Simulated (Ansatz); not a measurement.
C$_{2}$H$_{11}$FSi$_{3}$: several calculations on one system

**1. Relaxation**

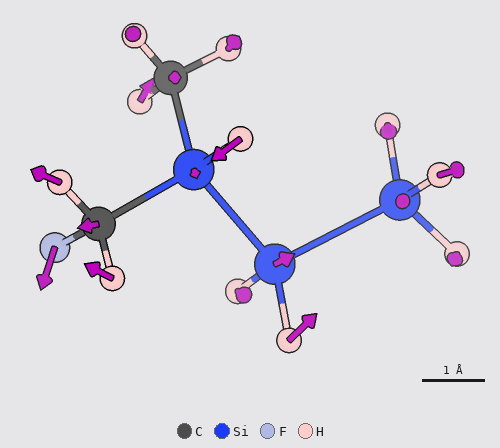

A relaxation of C₂H₁₁FSi₃. The starting structure is drawn; purple arrows show the displacements, magnified 3 times. The two geometries are superimposed by the best rigid fit.

The picture is a ball-and-stick view, seen at a tilt.

The run prepares an end point of a later path (torsion) calculation, from a guessed geometry.

These are results of RKS PBE-D4/STO-3G in Ansatz 0.2.0, not measurements. Settings: no spin polarisation; force threshold 0.015 eV/Å; at most 40 steps.

Question: What did the optimiser do to the structure, and how much energy did it gain?

Answer: The largest move after the best rigid fit is that of the F atom, 0.29 Å. By element the largest moves are F 0.29 Å, H 0.27 Å, Si 0.15 Å, C 0.13 Å. Some distances before and after: C–F 1.282 → 1.418 Å, C–H 1.015 → 1.103 Å, C–Si 1.842 → 1.930 Å, Si–Si 2.309 → 2.253 Å. Bond angles that change, for instance: Si–Si–Si 106.6° → 113.2°, C–Si–H 110.9° → 105.9°, C–Si–Si 106.9° → 111.7°. Over 18 accepted moves (20 points after the start) the energy falls by 101.5 kJ/mol. Largest force component: 6.5 eV/Å at the start, 0.0087 eV/Å at the end. The line search rejected the trial steps at points 9, 19 of the run. The forces were under the threshold at step 10, but the run went on from there.

Limits of the set-up: STO-3G is a minimal basis, so the numbers are rough.

**2. Relaxation**

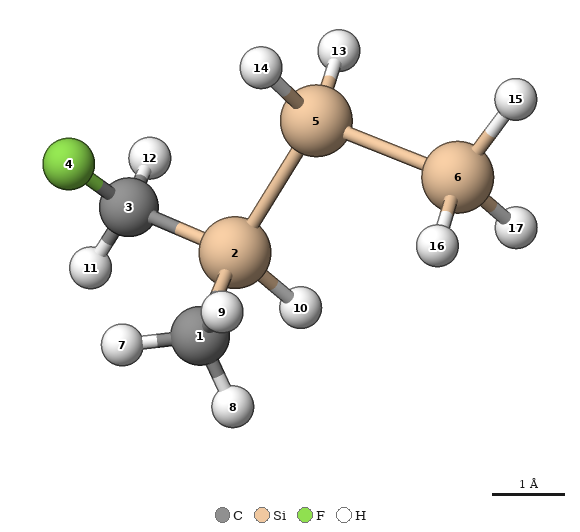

This is the input geometry for a relaxation of C$_{2}$H$_{11}$FSi$_{3}$. The picture is a ball-and-stick view, seen at a tilt.

The run prepares an end point of a later path (torsion) calculation, from a guessed geometry.

Theory: RKS PBE-D4/STO-3G in Ansatz 0.2.0.

Input
```yaml
crystal:
  periodic: [false, false, false]
  atoms:
    - { symbol: C, position_ang: [0.0276, -2.0199, -0.1969] }
    - { symbol: Si, position_ang: [0.8259, -0.3359, -0.2985] }
    - { symbol: C, position_ang: [0.64293, 0.59613, 1.28002] }
    - { symbol: F, position_ang: [1.12795, -0.02548, 2.29059] }
    - { symbol: Si, position_ang: [3.07787, -0.49045, -0.7233] }
    - { symbol: Si, position_ang: [3.28944, -1.44337, -2.81635] }
    - { symbol: H, position_ang: [-0.4421, -2.1409, 0.7793] }
    - { symbol: H, position_ang: [-0.7768, -2.0377, -0.964] }
    - { symbol: H, position_ang: [0.6915, -2.7723, -0.3486] }
    - { symbol: H, position_ang: [0.17057, 0.40535, -1.44137] }
    - { symbol: H, position_ang: [-0.42851, 0.77196, 1.48435] }
    - { symbol: H, position_ang: [1.1079, 1.61242, 1.21485] }
    - { symbol: H, position_ang: [3.74052, 0.85431, -0.71803] }
    - { symbol: H, position_ang: [3.78869, -1.33116, 0.27661] }
    - { symbol: H, position_ang: [4.69552, -1.62315, -3.19572] }
    - { symbol: H, position_ang: [2.65461, -2.76896, -2.84384] }
    - { symbol: H, position_ang: [2.6242, -0.58318, -3.84557] }
basis:
  gaussian: { orbitals: STO-3G }
hamiltonian:
  xc: pbe
  dispersion: d4
relax:
  f_tol: 0.015
  max_steps: 40
output:
  orbitals: {}
```

Command:
```bash
ansatz run input.yaml --threads 1 --pin off --max-ram 2048MiB --backend cpu --events-out ev --progress --plain --runs-dir out
```

Q: What does the optimiser find from here?

A: H9 moves most after the best rigid fit: 1.11 Å. By element the largest moves are H 1.11 Å, F 0.22 Å, Si 0.15 Å, C 0.11 Å. Among the contacts that change: C3–F4 1.282 → 1.419 Å, C1–H9 1.015 → 1.104 Å, Si2–C3 1.842 → 1.930 Å, Si5–Si6 2.309 → 2.253 Å. Among the angles between lasting bonds that change: Si2–Si5–Si6 106.6° → 113.2°, C3–Si2–H10 110.9° → 105.9°, C3–Si2–Si5 106.9° → 111.7°. Groups turn about C1–Si2 by about 60°. Over 18 accepted moves (21 points after the start) the energy falls by 1.103 eV. Largest force component: 6.7 eV/Å at the start, 0.014 eV/Å at the end. The line search rejected the trial steps at points 5, 6, 14 of the run. The forces were under the threshold at step 19, but the run went on from there. The run took 57 s on 1 thread of Intel(R) Xeon(R) 6975P-C (Granite Rapids), with other jobs on the host, peak memory 0.16 GiB.

The structure at the end:

```xyz
17

C    -0.0224   -1.9593   -0.2593
Si    0.8401   -0.2834   -0.3309
C     0.5688    0.6473    1.3382
F     1.2426    0.0796    2.4502
Si    3.0349   -0.5064   -0.8146
Si    3.4110   -1.5306   -2.7862
H     0.4121   -2.6013    0.5254
H    -1.0972   -1.8441   -0.0393
H     0.0663   -2.4983   -1.2182
H     0.1765    0.5238   -1.3513
H    -0.5371    0.6861    1.5443
H     0.8891    1.7182    1.2058
H     3.6616    0.8094   -0.8288
H     3.6898   -1.2584    0.2478
H     4.8338   -1.7000   -3.0426
H     2.7965   -2.8497   -2.8165
H     2.8513   -0.7652   -3.8904
```

After the run, drawn alike:

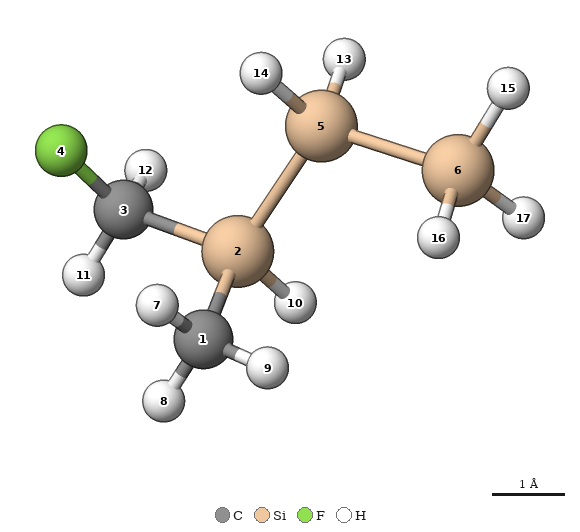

Limits of the set-up: STO-3G is a minimal basis, so the numbers are rough.

**3. Path**

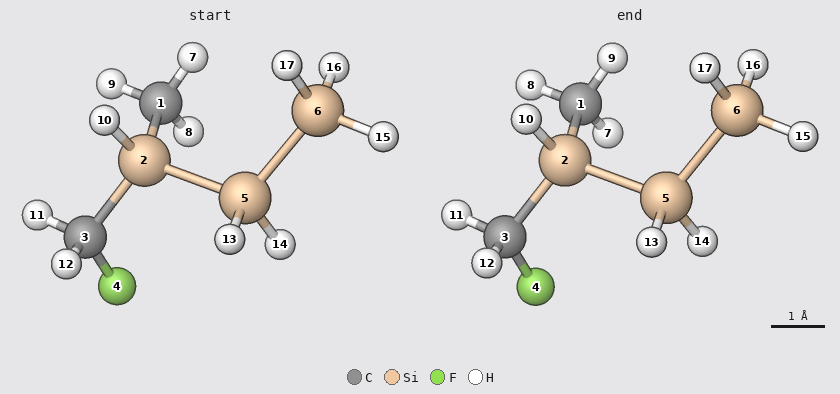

The two relaxed end points of a path for C₂H₁₁FSi₃. A ball-and-stick model, seen at a tilt.

These are results of RKS PBE-D4/STO-3G (Ansatz), not measurements.

Run with 9 movable images; climbing image; force threshold 0.05 eV/Å; iteration limit 50.

Start:
```xyz
17

C     0.0730   -1.9882   -0.1317
Si    0.8463   -0.2757   -0.2984
C     1.5796   -0.0781   -2.0726
F     0.6140   -0.0048   -3.1091
Si   -0.6460    1.3528    0.1735
Si   -1.5911    1.1282    2.2066
H    -0.3215   -2.1545    0.8852
H    -0.7626   -2.1216   -0.8390
H     0.8129   -2.7802   -0.3364
H     1.9832   -0.2013    0.6156
H     2.2757   -0.9414   -2.2633
H     2.2275    0.8418   -2.0915
H     0.0131    2.6501    0.0889
H    -1.6914    1.3600   -0.8417
H    -2.5881    2.1596    2.4535
H    -2.2500   -0.1632    2.3374
H    -0.5937    1.2159    3.2632
```

End:
```xyz
17

C     0.0477   -2.0030   -0.1899
Si    0.8208   -0.2876   -0.3213
C     1.5481   -0.0478   -2.0930
F     0.5786    0.0479   -3.1243
Si   -0.6693    1.3294    0.1947
Si   -1.5048    1.1362    2.2785
H    -0.7986   -2.1166   -0.8882
H     0.7837   -2.7899   -0.4265
H    -0.3318   -2.1960    0.8283
H     1.9611   -0.2342    0.5898
H     2.2455   -0.9053   -2.3065
H     2.1943    0.8738   -2.0919
H    -0.0351    2.6335    0.0496
H    -1.7655    1.3001   -0.7648
H    -2.4957    2.1648    2.5592
H    -2.1448   -0.1573    2.4681
H    -0.4533    1.2513    3.2783
```

> Predict the minimum-energy path and its barrier.

The barrier is about 4.93 kJ/mol in both directions, with image 5 at the top; the ends have the same energy. The motion is a rotation about the C1–Si2 bond by about 120°. No bond forms or breaks between the ends. The band converged in 10 iterations, with a climbing image at the top. At the top, the vibrational analysis gives one imaginary mode (142i cm⁻¹), as a transition state must have.

Energies of the converged images:

| image | path (Å) | E (kJ/mol) |
| --- | --- | --- |
| 0 | 0.00 | 0.00 |
| 1 | 0.37 | 0.39 |
| 2 | 0.74 | 1.56 |
| 3 | 1.11 | 3.10 |
| 4 | 1.49 | 4.41 |
| 5 | 1.86 | 4.93 |
| 6 | 2.26 | 4.37 |
| 7 | 2.66 | 2.94 |
| 8 | 3.05 | 1.38 |
| 9 | 3.45 | 0.37 |
| 10 | 3.86 | 0.03 |

The geometry at the top of the path:

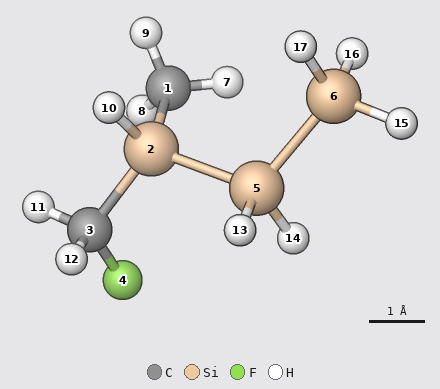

Limits of the set-up: STO-3G is a minimal basis, so the numbers are rough.
